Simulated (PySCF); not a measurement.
SMILES C[Si]([CH2][GeH3])(C)C (C4H14GeSi) at its GFN2-xTB optimised geometry (Å):

```
20

C     -0.2099    -1.1993     1.5399
Si     0.4371    -0.2805     0.0000
C      2.3456    -0.2805     0.0000
C     -0.2113     1.5123     0.0000
C     -0.1779    -1.1758    -1.5743
Ge    -2.1294    -1.2917    -1.7222
H      0.1688    -0.7557     2.4558
H      0.0895    -2.2433     1.5326
H     -1.2952    -1.1689     1.5811
H      2.7440    -1.2902     0.0081
H      2.7447     0.2224    -0.8754
H      2.7328     0.2307     0.8754
H      0.1298     2.0574    -0.8752
H      0.1256     2.0561     0.8772
H     -1.2975     1.5308    -0.0038
H      0.2027    -0.6645    -2.4579
H      0.2272    -2.1870    -1.6010
H     -2.5423    -1.9906    -2.9857
H     -2.7447    -2.0574    -0.5941
H     -2.7851     0.0526    -1.7472
```

Method: PySCF 2.14.0 with PBE0/def2-SVP.

Map of the deformation density (molecule minus spherical neutral atoms) (e/bohr³) on the plane z = 1.0 Å:

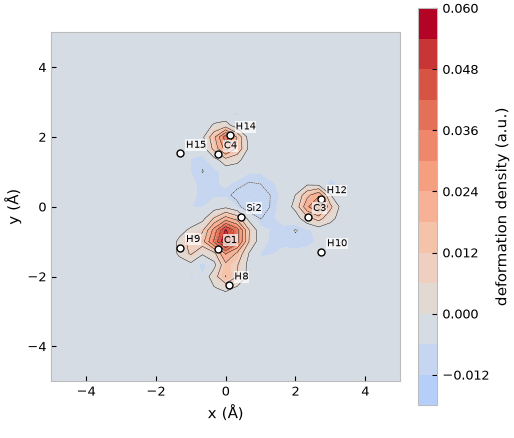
Fig. 1. Deformation density (molecule minus spherical neutral atoms) (e/bohr³) on the plane z = 1.0 Å.
